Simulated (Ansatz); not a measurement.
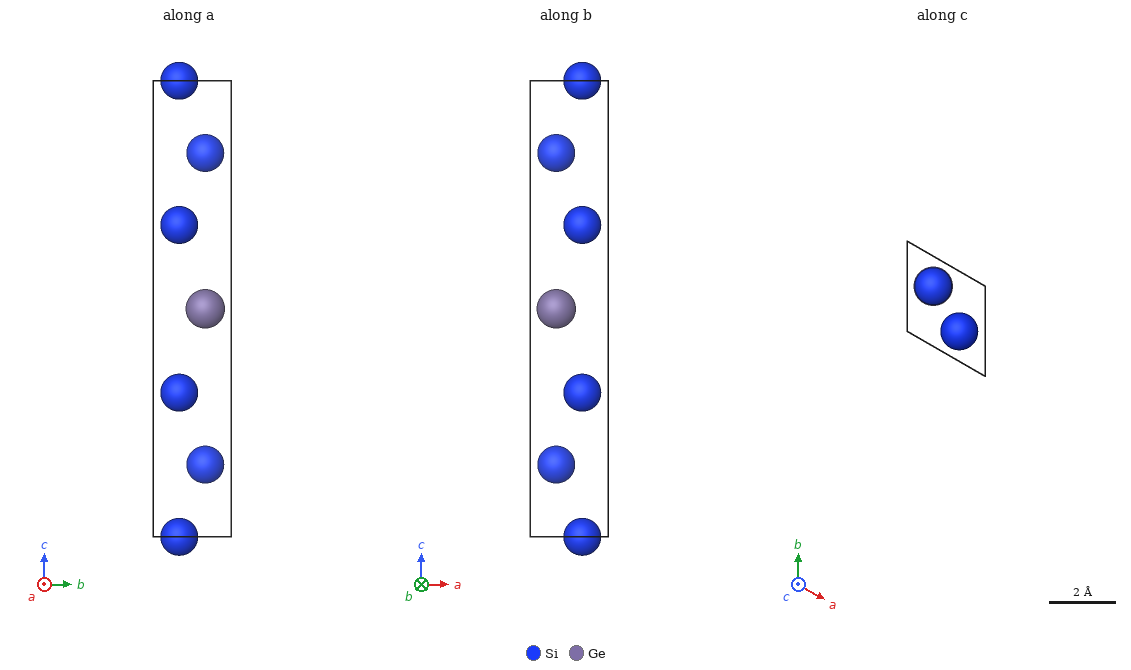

The structure above is drawn in spheres-only style and viewed along the a axis, along the b axis and along the c axis. Atoms at the boundary of the conventional unit cell (the box) are drawn once for each face, edge or corner they touch.

Lattice parameters: a = 2.760 Å, b = 2.760 Å, c = 13.958 Å, α = 90.00°, β = 90.00°, γ = 120.00°.

**Turn the picture into a table of Wyckoff sites, with free fractional coordinates to two decimals.**

Space group P-6m2 (No. 187).
```json
{"atom": "Si", "site": "2h", "x": "0.3333", "y": "0.6667", "z": "0.84"}
{"atom": "Si", "site": "1e", "x": "0.6667", "y": "0.3333", "z": "0.00"}
{"atom": "Si", "site": "2i", "x": "0.6667", "y": "0.3333", "z": "0.32"}
{"atom": "Ge", "site": "1d", "x": "0.3333", "y": "0.6667", "z": "0.50"}
```

Its origin is a structure type filled with these elements by a generator (whether the compound takes this form wasn't checked). It is drawn as it came out of a relaxation with DFT PBE, scalar-relativistic, plane waves, PAW (Ansatz 0.2.0).
